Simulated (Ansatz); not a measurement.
# PH (SMILES [PH]): U-wB97M-V/cc-pVDZ

What is the electronic atomisation energy of PH at U-wB97M-V/cc-pVDZ? 

The calculation is run with Ansatz 0.2.0.

57 further runs of the same task are left out: 57 set aside as unsound or not needed.

## (1) Starting point

PH has 2 atoms, charge 0, and is taken as a triplet. SMILES: `[PH]`. Geometry: relaxed at GFN2-xTB.

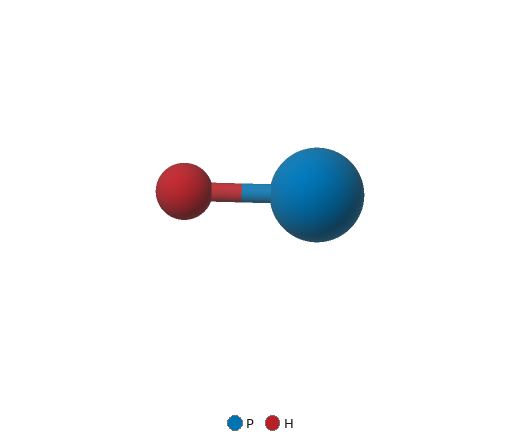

The structure, seen from a chosen angle (phosphorus blue, hydrogen red).

## (2) The energy at U-wB97M-V/cc-pVDZ

Input file in.yaml:

```yaml
crystal:
  periodic: [false, false, false]
  atoms:
    - {symbol: P, position_ang: [0.000000, 0.000000, 0.000000]}
    - {symbol: H, position_ang: [0.000000, 0.000000, 1.399070]}
basis:
  gaussian:
    orbitals: cc-pVDZ
magnetization:
  spin_polarized: true
  initial_magnetization: 2
hamiltonian:
  xc: {name: wB97M-V}
accuracy: high
```

Command:

```sh
ansatz run in.yaml --threads 1 --pin off --max-ram 2610MiB --events-out events.jsonl --progress --plain --runs-dir runs
```

The log of the run:

```text
Warning: RAYON_NUM_THREADS=1 ignored (pool sized by the plan → 1); use --threads N
Functional definition: wB97M-V
  name "wB97M-V"
  parameter omega = 0.3/bohr
  parameter cx = 0.15
  parameter cx01 = 1.007
  parameter cx10 = 0.259
  parameter css00 = 0.443
  parameter css04 = -1.437
  parameter css10 = -4.535
  parameter css20 = -3.390
  parameter css43 = 4.278
  parameter cos00 = 1.000
  parameter cos10 = 1.358
  parameter cos20 = 2.924
  parameter cos21 = -8.812
  parameter cos60 = -1.390
  parameter cos61 = 9.142
  parameter b = 6.0
  parameter c = 0.01
  gx(w, u) = 1 - cx + cx01*u + cx10*w
  gss(w, u) = css00 + css04*u^4 + css10*w + css20*w^2 + css43*w^4*u^3
  gos(w, u) = cos00 + cos10*w + (cos20 + cos21*u)*w^2 + (cos60 + cos61*u)*w^6
  exchange = spin_sum(e_x_unif_sr(omega)*gx(b97_w, b97_u_x)) + cx*exact_x_sr(omega) + exact_x_lr(omega)
  correlation = spin_sum(e_c_pw_mod_same_spin*gss(b97_w, b97_u_same))
      + integral(e_c_pw_mod_opposite_spin*gos(b97_w_opposite, b97_u_opposite)) + vv10(b, c)
414 factors; integrals over basis functions are off by at most 2.8e-9 eV
131 factors; integrals over basis functions are off by at most 1.5e-9 eV
mean field evaluation 1: about -9302.0673 eV, gradient 2.6e0 eV
mean field evaluation 2: about -9302.1267 eV, gradient 6.5e-1 eV
mean field evaluation 4: about -9302.1322 eV, gradient 1.8e-1 eV
mean field evaluation 8: about -9302.1325 eV, gradient 1.4e-3 eV
mean field evaluation 16: about -9302.1325 eV, gradient 3.2e-7 eV
mean field -9302.13254702 eV, -341.8470658912 hartree, gradient 2.4e-8 eV, S^2 2.003016; 0 other end points of the search recorded, 0 dependent functions left out
reference -9302.13254931 eV, -341.8470659751 hartree; 9, 7 occupied and 14, 16 virtual orbitals, 414 factors
Total energy: -9302.13254931 eV, -341.8470659751 hartree
```

Run time: 7.2 s. Hardware: 1 thread of Arm Neoverse V1, shared host; peak memory 0.26 GiB.

## (3) The H atom, same level

Input file in.yaml:

```yaml
crystal:
  periodic: [false, false, false]
  atoms:
    - {symbol: H, position_ang: [0.000000, 0.000000, 0.000000]}
basis:
  gaussian:
    orbitals: cc-pVDZ
magnetization:
  spin_polarized: true
  initial_magnetization: 1
hamiltonian:
  xc: {name: wB97M-V}
accuracy: high
```

Run the same way, it converges to -0.49171 Eh (log not shown).

## (4) The P atom at the same level

Input file run.yaml:

```yaml
crystal:
  periodic: [false, false, false]
  atoms:
    - {symbol: P, position_ang: [0.000000, 0.000000, 0.000000]}
basis:
  gaussian:
    orbitals: cc-pVDZ
magnetization:
  spin_polarized: true
  initial_magnetization: 3
hamiltonian:
  xc: {name: wB97M-V}
accuracy: high
```

Run the same way, it converges to -341.23776 Eh (log not shown).

## (5) What came out

At U-wB97M-V/cc-pVDZ:

```
                     quantity          value
       molecule: total energy  -341.84707 Eh
               molecule: ⟨S²⟩          2.003
         H atom: total energy    -0.49171 Eh
                 H atom: ⟨S²⟩          0.750
         P atom: total energy  -341.23776 Eh
                 P atom: ⟨S²⟩          3.750
electronic atomisation energy       3.200 eV
```

What this shows: Taking the molecule apart into free atoms costs 3.20 eV (309 kJ/mol), before zero-point energy and without spin-orbit coupling.
